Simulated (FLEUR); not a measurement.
Converging the basis cutoff: Eu (Im-3m, 1 atom in the cell)

```
Eu
1.0
   -2.27855     2.27855     2.27855
    2.27855    -2.27855     2.27855
    2.27855     2.27855    -2.27855
Eu
1
Direct
  0.00000   0.00000   0.00000
```
Moments meant for the start (each program seeds them in its own way; μB, in the order of the atoms Eu): 7.0.

Method of the run: PBE, all-electron FLAPW (FLEUR), scalar-relativistic valence.

Base settings: Kmax = 3.8 1/bohr; GmaxXC = 13.3 1/bohr; xcFunctional = pbe; jspins = 2; l_soc = F; mode = hist; fermiSmearingEnergy = 0.00367493 Htr; mesh (inpgen div1-3) = 4 4 4; inpgen gamma flag = true; Gmax = 13.3 1/bohr.

Moved along: Gmax, GmaxXC.

The second cell is the first with its lattice scaled by 0.98.

The mesh stays at the base's, so the ladder's end is converged at best in this setting alone.

Only quantities that move along the ladder and can be compared are tabulated.

The starting cell has typed, rounded lattice constants, without a prior relaxation at this level. Its lattice was rescaled by up to half a per cent. With one magnetic atom in the cell only a parallel order is possible. With U or open f shells several self-consistent states can exist. The f electrons are in the valence without U or exact exchange, which can misplace them near the Fermi level. Spin-orbit terms, which matter for f shells, are left out. Values depend on the basis (sphere radii, cutoffs, local orbitals), which need not be converged.

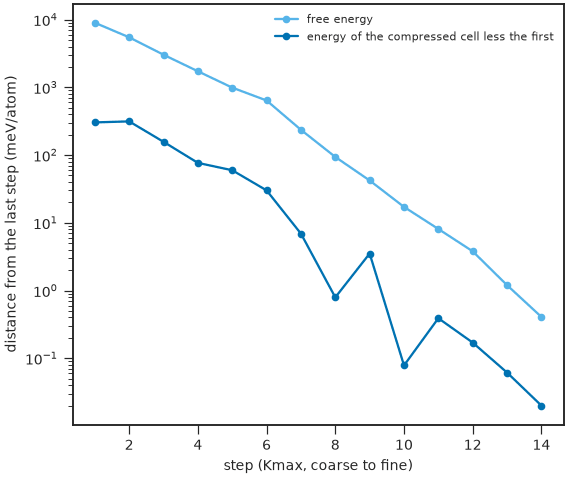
*Distance from the last step along the ladder; very small values are drawn at a floor.*

| Kmax | free energy less the last step's (meV/atom) | energy of the compressed cell less the first (meV/atom) | net moment (μB/atom) |
|---|---|---|---|
| 2.25 1/bohr | 9000.40 | -314.70 | 7.500 |
| 2.4 1/bohr | 5478.56 | -325.43 | 7.443 |
| 2.55 1/bohr | 3031.44 | -167.92 | 7.412 |
| 2.69 1/bohr | 1727.79 | -87.70 | 7.394 |
| 2.82 1/bohr | 990.51 | 48.73 | 7.387 |
| 2.94 1/bohr | 639.90 | -41.10 | 7.375 |
| 3.18 1/bohr | 236.10 | -17.90 | 7.364 |
| 3.4 1/bohr | 93.87 | -10.19 | 7.357 |
| 3.6 1/bohr | 42.17 | -14.50 | 7.354 |
| 3.8 1/bohr | 17.17 | -10.91 | 7.352 |
| 3.99 1/bohr | 8.10 | -11.38 | 7.351 |
| 4.16 1/bohr | 3.79 | -10.82 | 7.351 |
| 4.42 1/bohr | 1.20 | -10.92 | 7.350 |
| 4.65 1/bohr | 0.41 | -10.98 | 7.350 |
| 5.03 1/bohr | 0.00 | -10.99 | 7.349 |

Coarsest Kmax that holds the energy of the compressed cell less the first within 0.2 meV/atom of the last step, with all finer ones: 4.16 1/bohr; the step before is off by 0.39 meV/atom.

Coarsest Kmax that holds the net moment within 0.05 μB/atom of the last step, with all finer ones: 2.69 1/bohr; the step before is off by 0.062 μB/atom.

Coarsest Kmax that holds the free energy within 1 meV/atom of the last step, with all finer ones: 4.65 1/bohr; the step before is off by 1.2 meV/atom.

The energy difference between the two cells stays within 1 meV/atom of the last step's from 3.8 1/bohr on, the total only from 4.65 1/bohr on: much of the error is common to both cells and cancels.
